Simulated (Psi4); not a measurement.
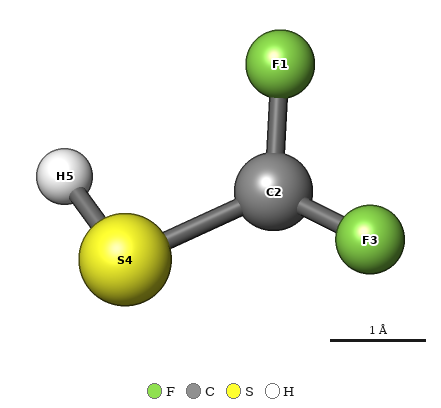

*The structure (ball-and-stick view, seen at a tilt; atoms are numbered from 1 in the order of the input).*

Bond lengths as drawn: C–F 1.33 to 1.34 Å, C–S 1.75 Å and H–S 1.34 Å.

# CHF₂S: excited-state calculation (part 1 of 2)

CHF₂S, multiplicity 2, computed with TDHF/6-31+G**, UHF (Psi4 1.11).

The geometry comes from this level: GFN2-xTB.

### The input (chf2s.in)
```python
memory 1.6 GB

molecule m {
  0 2
  F      1.059930     0.084330     0.946710
  C      0.237900    -0.492110     0.056920
  F     -0.201370    -1.651490     0.543360
  S     -0.976730     0.526160    -0.679570
  H     -0.119740     1.533120    -0.867410
  units angstrom
  symmetry c1
}

set globals {
  basis     6-31+G**
  reference uhf
  scf_type  df
  save_jk   true
}

from psi4.driver.procrouting.response.scf_response import tdscf_excitations
energy_value, wavefunction = energy('hf', return_wfn=True)
states = tdscf_excitations(wavefunction, states=8, tda=False)
```

Run on 1 thread of Intel Xeon (Granite Rapids), 12 GiB of memory available, shared host.

Command:
```bash
psi4 -n 1 chf2s.in chf2s.out
```

### Log
```
Psi4 1.11 release

   => Loading Basis Set <=

    Name: 6-31+G**
    Role: ORBITAL
    Keyword: BASIS

         ---------------------------------------------------------
                                   SCF
                              UHF Reference
                        1 Threads,   1525 MiB Core
         ---------------------------------------------------------

  ==> Geometry <==

    Molecular point group: c1
    Full point group: C1

    Geometry (in Angstrom), charge = 0, multiplicity = 2:

       Center              X                  Y                   Z               Mass
    ------------   -----------------  -----------------  -----------------  -----------------
         F            1.206750597305     0.292958630564     0.869694012542    18.998403162730
         C            0.384720597305    -0.283481369436    -0.020095987458    12.000000000000
         F           -0.054549402695    -1.442861369436     0.466344012542    18.998403162730
         S           -0.829909402695     0.734788630564    -0.756585987458    31.972071174400
         H            0.027080597305     1.741748630564    -0.944425987458     1.007825032230

  Running in c1 symmetry.

  Rotational constants: A =      0.34920  B =      0.16077  C =      0.11219 [cm^-1]
  Rotational constants: A =  10468.69772  B =   4819.64215  C =   3363.50448 [MHz]
  Nuclear repulsion =  160.364331056783385

  Charge       = 0
  Multiplicity = 2
  Electrons    = 41
  Nalpha       = 21
  Nbeta        = 20

  ==> Algorithm <==

  SCF Algorithm Type is DF.
  DIIS enabled.
  MOM disabled.
  Fractional occupation disabled.
  Guess Type is SAD.
  Energy threshold   = 1.00e-06
  Density threshold  = 1.00e-06
  Integral threshold = 1.00e-12

  ==> Primary Basis <==

  Basis Set: 6-31+G**
    Blend: 6-31+G**
    Number of shells: 37
    Number of basis functions: 85
    Number of Cartesian functions: 85
    Spherical Harmonics?: false
    Max angular momentum: 2

   => Loading Basis Set <=

    Name: (6-31+G** AUX)
    Role: JKFIT
    Keyword: DF_BASIS_SCF

  ==> Integral Setup <==

  DFHelper Memory: AOs need 0.029 GiB; user supplied 1.118 GiB.
  SCF_SUBTYPE=INCORE selected. In-core MEM_DF algorithm will be used.
  Using in-core AOs.

  ==> MemDFJK: Density-Fitted J/K Matrices <==

    J tasked:                   Yes
    K tasked:                   Yes
    wK tasked:                   No
    Memory [MiB]:              1144
    Algorithm:                 Core
    Schwarz Cutoff:           1E-12
    Mask sparsity (%):       0.6367
    Fitting Condition:        1E-10

   => Auxiliary Basis Set <=

  Basis Set: (6-31+G** AUX)
    Blend: HEAVY-AUG-CC-PVDZ-JKFIT
    Number of shells: 133
    Number of basis functions: 478
    Number of Cartesian functions: 478
    Spherical Harmonics?: false
    Max angular momentum: 3

  Minimum eigenvalue in the overlap matrix is 6.0881181820E-04.
  Reciprocal condition number of the overlap matrix is 7.2722726462E-05.
    Using symmetric orthogonalization.

  ==> Pre-Iterations <==

  SCF Guess: Superposition of Atomic Densities via on-the-fly atomic UHF (no occupation information).

   -------------------------
    Irrep   Nso     Nmo
   -------------------------
     A         85      85
   -------------------------
    Total      85      85
   -------------------------

  ==> Iterations <==

                           Total Energy        Delta E     RMS |[F,P]|

   @DF-UHF iter SAD:  -634.24604241329837   -6.34246e+02   0.00000e+00
   @DF-UHF iter   1:  -634.69941210096863   -4.53370e-01   4.66259e-03 DIIS/ADIIS
   @DF-UHF iter   2:  -634.76357230782060   -6.41602e-02   2.68887e-03 DIIS/ADIIS
   @DF-UHF iter   3:  -634.78327876812966   -1.97065e-02   5.86658e-04 DIIS/ADIIS
   @DF-UHF iter   4:  -634.78633224473469   -3.05348e-03   1.87634e-04 DIIS/ADIIS
   @DF-UHF iter   5:  -634.78683537807331   -5.03133e-04   8.47661e-05 DIIS
   @DF-UHF iter   6:  -634.78696284663988   -1.27469e-04   3.94474e-05 DIIS
   @DF-UHF iter   7:  -634.78699006947556   -2.72228e-05   1.80982e-05 DIIS
   @DF-UHF iter   8:  -634.78699589757662   -5.82810e-06   7.88511e-06 DIIS
   @DF-UHF iter   9:  -634.78699712421098   -1.22663e-06   3.29302e-06 DIIS
   @DF-UHF iter  10:  -634.78699736572923   -2.41518e-07   1.14164e-06 DIIS
   @DF-UHF iter  11:  -634.78699739273270   -2.70035e-08   5.07908e-07 DIIS
  Energy and wave function converged.

  ==> Post-Iterations <==

   @Spin Contamination Metric:   1.041963618E-02
   @S^2 Expected:                7.500000000E-01
   @S^2 Observed:                7.604196362E-01
   @S   Expected:                5.000000000E-01
   @S   Observed:                5.000000000E-01

    Orbital Energies [Eh]
    ---------------------

    Alpha Occupied:

       1A    -91.996640     2A    -26.365496     3A    -26.361179
       4A    -11.460508     5A     -9.008147     6A     -6.691823
       7A     -6.689678     8A     -6.687298     9A     -1.708405
      10A     -1.644103    11A     -1.091169    12A     -0.921776
      13A     -0.801361    14A     -0.792939    15A     -0.767658
      16A     -0.707892    17A     -0.666952    18A     -0.623299
      19A     -0.558677    20A     -0.472134    21A     -0.374329

    Alpha Virtual:

      22A      0.069900    23A      0.079992    24A      0.104203
      25A      0.110642    26A      0.120250    27A      0.126380
      28A      0.137498    29A      0.186020    30A      0.207549
      31A      0.243383    32A      0.328476    33A      0.337333
      34A      0.344242    35A      0.376639    36A      0.398401
      37A      0.418830    38A      0.427531    39A      0.445241
      40A      0.498662    41A      0.513094    42A      0.620448
      43A      0.644900    44A      0.658220    45A      0.664224
      46A      0.801917    47A      0.866993    48A      0.953219
      49A      0.960112    50A      0.981774    51A      1.092923
      52A      1.166662    53A      1.231343    54A      1.329546
      55A      1.450929    56A      1.605231    57A      1.619615
      58A      1.828804    59A      1.835319    60A      1.881780
      61A      1.891705    62A      1.920948    63A      1.929017
      64A      2.010654    65A      2.087651    66A      2.093846
      67A      2.122110    68A      2.191045    69A      2.214739
      70A      2.326935    71A      2.346924    72A      2.362634
      73A      2.382007    74A      2.452246    75A      2.566218
      76A      2.741953    77A      2.807627    78A      3.043339
      79A      3.080293    80A      3.466822    81A      3.483396
      82A      4.342147    83A      4.735727    84A      5.700024
      85A      5.725258

    Beta Occupied:

       1A    -91.995743     2A    -26.361652     3A    -26.356856
       4A    -11.431959     5A     -9.007152     6A     -6.690311
       7A     -6.688981     8A     -6.684779     9A     -1.693453
      10A     -1.633113    11A     -1.067303    12A     -0.892477
      13A     -0.790638    14A     -0.757419    15A     -0.729890
      16A     -0.675703    17A     -0.663566    18A     -0.608702
      19A     -0.532532    20A     -0.422256

    Beta Virtual:

      21A      0.060306    22A      0.082537    23A      0.098844
      24A      0.106896    25A      0.113258    26A      0.123360
      27A      0.128497    28A      0.158014    29A      0.196384
      30A      0.223779    31A      0.260581    32A      0.333545
      33A      0.347096    34A      0.357441    35A      0.388243
      36A      0.412533    37A      0.426729    38A      0.443152
      39A      0.446119    40A      0.510745    41A      0.517656
      42A      0.627393    43A      0.654686    44A      0.665441
      45A      0.668755    46A      0.859212    47A      0.885158
      48A      0.962494    49A      0.984741    50A      1.007794
      51A      1.114841    52A      1.180597    53A      1.247564
      54A      1.348091    55A      1.454965    56A      1.631886
      57A      1.654359    58A      1.837811    59A      1.850246
      60A      1.893262    61A      1.897870    62A      1.924587
      63A      1.931762    64A      2.033056    65A      2.093457
      66A      2.096958    67A      2.124816    68A      2.212014
      69A      2.217052    70A      2.333105    71A      2.358339
      72A      2.364235    73A      2.421650    74A      2.457240
      75A      2.586441    76A      2.776160    77A      2.842333
      78A      3.053372    79A      3.084259    80A      3.476322
      81A      3.492393    82A      4.346530    83A      4.769580
      84A      5.703865    85A      5.728638

    Final Occupation by Irrep:
              A
    DOCC [    20 ]
    SOCC [     1 ]
    NA   [    21 ]
    NB   [    20 ]

  @DF-UHF Final Energy:  -634.78699739273270

   => Energetics <=

    Nuclear Repulsion Energy =            160.3643310567833851
    One-Electron Energy =               -1198.2268010813972978
    Two-Electron Energy =                 403.0754726318812686
    Total Energy =                       -634.7869973927327010

  UHF NO Occupations:
  HONO-2 :   19  A 1.9987751
  HONO-1 :   20  A 1.9970773
  HONO-0 :   21  A 1.0000000
  LUNO+0 :   22  A 0.0029227
  LUNO+1 :   23  A 0.0012249
  LUNO+2 :   24  A 0.0003882
  LUNO+3 :   25  A 0.0003475

Computation Completed

Properties will be evaluated at   0.000000,   0.000000,   0.000000 [a0]

Properties computed using the SCF density matrix

 Multipole Moments:

 ------------------------------------------------------------------------------------
     Multipole            Electronic (a.u.)      Nuclear  (a.u.)        Total (a.u.)
 ------------------------------------------------------------------------------------

 L = 1.  Multiply by 2.5417464519 to convert [e a0] to [Debye]
 Dipole X            :          1.0745385           -1.0834471           -0.0089086
 Dipole Y            :         -2.1452441            2.7369921            0.5917480
 Dipole Z            :          1.6729222           -2.1656932           -0.4927710
 Magnitude           :                                                    0.7701093

 ------------------------------------------------------------------------------------

	total time  =          1 seconds =       0.02 minutes

******************************************************************************************
**********                               WARNING                                **********
**********       The names of excited state variables changed between 1.5       **********
**********     and 1.6. For a quick solution, remove the symmetry specifier     **********
**********   from the variable name. For full details, see 'Notes on Psivars'   **********
**********                        in the documentation.                         **********
******************************************************************************************

         ---------------------------------------------------------
                         TDSCF excitation energies
         ---------------------------------------------------------

  ==> Options <==

     Residual threshold  : 1.0000e-04
     Initial guess       : denominators
     Reference           : UHF
     Solver type         : RPA (Hamiltonian)

  ==> Requested Excitations <==

      8 singlet states with A symmetry

  ==> Seeking the lowest 8 singlet states with A symmetry
```
